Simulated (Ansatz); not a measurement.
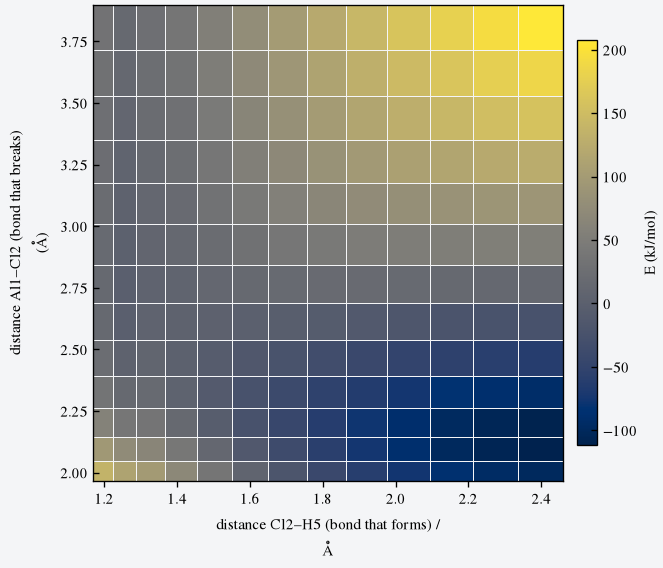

Energy landscape of the reacting system CH5AlClF (fragments CH₃AlClF + H₂ where the first distance is long, CH₄AlF + ClH where the second is long). 
- First axis: distance Cl2–H5 (bond that forms). Second axis: distance Al1–Cl2 (bond that breaks).
- Relaxed at each point: all other coordinates.
- Grid: 13 × 13 points.
- Points are written as (first, second).
- All energies are given in kJ/mol relative to a guessed transition structure relaxed with its forming and breaking bonds held.
- Energies and slopes of some neighbouring points disagree (a jump in structure or state, or too coarse a mesh). The reference is spin-restricted, so regions where a bond is pulled apart into radicals lie too high.
- Computed with RKS PBE-D4/def2-SVP in Ansatz.

In the figure: one coloured cell a grid point. 

Summarise what can be read from the map.

The lowest grid point is at (2.397 Å, 2.088 Å), −112 kJ/mol from a guessed transition structure relaxed with its forming and breaking bonds held. It lies in a valley that leaves the map towards separated partners. Other grid points that lie below all their neighbours: (1.251 Å, 2.764 Å) (110 kJ/mol higher). The highest grid point, (2.397 Å, 3.807 Å), lies 319 kJ/mol above the lowest.

Grid values (kJ/mol):

```csv
"second ↓, first →",1.197,1.251,1.325,1.409,1.501,1.599,1.702,1.809,1.920,2.035,2.152,2.273,2.397
3.807,33,16,28,37,55,77,100,122,142,161,178,193,208
3.621,30,14,25,33,50,71,92,112,131,148,162,175,186
3.440,27,11,21,29,45,64,82,100,116,130,142,152,158
3.263,24,7,16,24,38,54,70,85,97,108,116,123,126
3.091,21,4,12,19,30,43,56,66,75,81,86,89,91
2.925,18,1,9,13,22,30,38,44,48,51,52,53,53
2.764,16,−2,6,8,12,16,18,19,18,17,16,15,14
2.610,16,−1,6,3,2,0,−4,−8,−13,−17,−21,−24,−26
2.463,22,3,9,1,−6,−15,−24,−33,−42,−50,−55,−60,−62
2.325,35,16,18,5,−10,−25,−39,−53,−65,−75,−83,−88,−92
2.199,59,38,36,16,−4,−25,−45,−63,−78,−90,−99,−105,−110
2.088,95,73,65,39,13,−13,−37,−58,−75,−89,−99,−107,−112
2.007,135,112,99,68,37,7,−19,−42,−61,−76,−87,−95,−100
```

Time for the 169 points that were run: 31 min on 1 thread of Arm Neoverse V2, on a shared host.
